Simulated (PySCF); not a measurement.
```xyz
19

C     2.1912    1.0128    0.1394
Si    1.4916   -0.6919   -0.2868
C    -0.3878   -0.7895    0.1142
Si   -0.8334   -0.3971    1.9336
C    -1.1621    0.0644   -0.8241
C    -1.0887    1.4669   -0.6702
N    -1.0191    2.6033   -0.5351
C    -1.9258   -0.3895   -1.8231
F    -2.0678   -1.7037   -2.0628
H     3.2345    1.0843   -0.1523
H     2.1333    1.2061    1.2067
H     1.6530    1.8091   -0.3668
H     1.6473   -0.9728   -1.7212
H     2.1416   -1.7449    0.5012
H    -0.6792   -1.8262   -0.0786
H    -0.4667    0.9796    2.2576
H    -2.2782   -0.5731    2.1032
H    -0.1028   -1.3484    2.7702
H    -2.4908    0.2197   -2.5128
```

Geometry: GFN2-xTB.

Computed with PySCF 2.14.0, PBE0/pcSseg-1, SCF density, gas phase, non-relativistic.

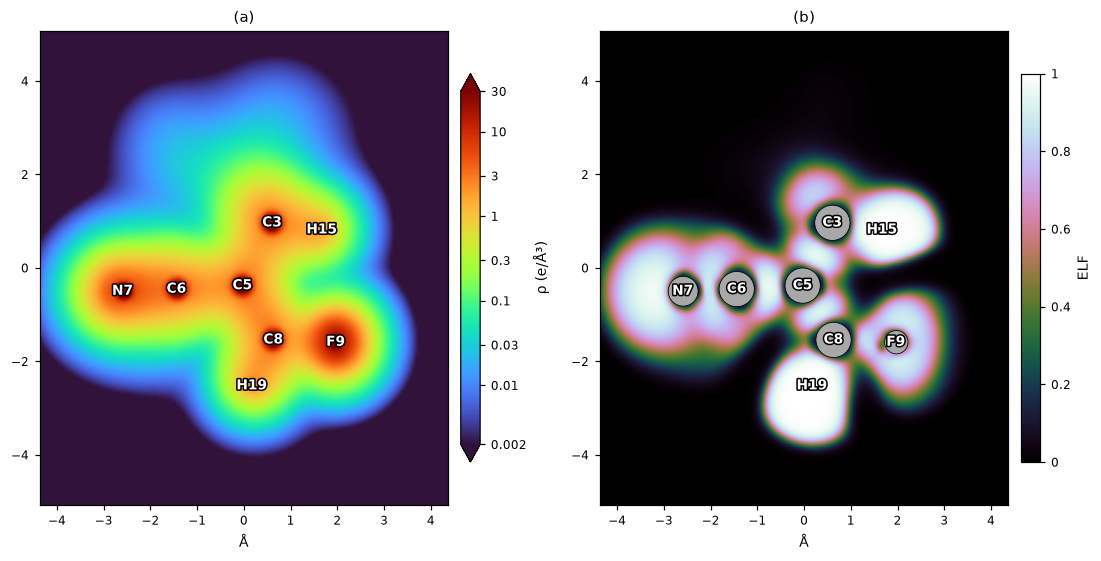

C$_{5}$H$_{10}$FNSi$_{2}$. (a) electron density; (b) electron localisation function on the plane of atoms C5, C8 and H19. Grey discs cover the atomic cores in the ELF map.

**Read the bonding off the picture.**

- The plane passes through C, N, F and H nuclei.
- C–N (1.15 Å): the density is about 3.6 e/Å³ at the midpoint; the ELF peaks at about 0.85 between the atoms (a multiple bond).
- C–C (1.34 Å): ρ is about 2.3 e/Å³ halfway; the ELF peaks at about 0.95 between the atoms: a short, multiple covalent bond.
- C–F (1.34 Å): the density is about 2.3 e/Å³ at the midpoint; the ELF peaks at about 0.85 between the atoms, as expected for a polar covalent bond.
- C–H (1.08 Å): ρ at the midpoint is about 2.1 e/Å³; the ELF climbs to about 1 towards the hydrogen, as it does in any bond to H: an ordinary covalent bond to hydrogen.
- C–C (1.41 Å): ρ at the midpoint is about 1.9 e/Å³; the ELF peaks at about 0.95 between the atoms (a covalent bond).
- The ELF also peaks beside F9 and N7, away from the bonds: lone-pair regions.
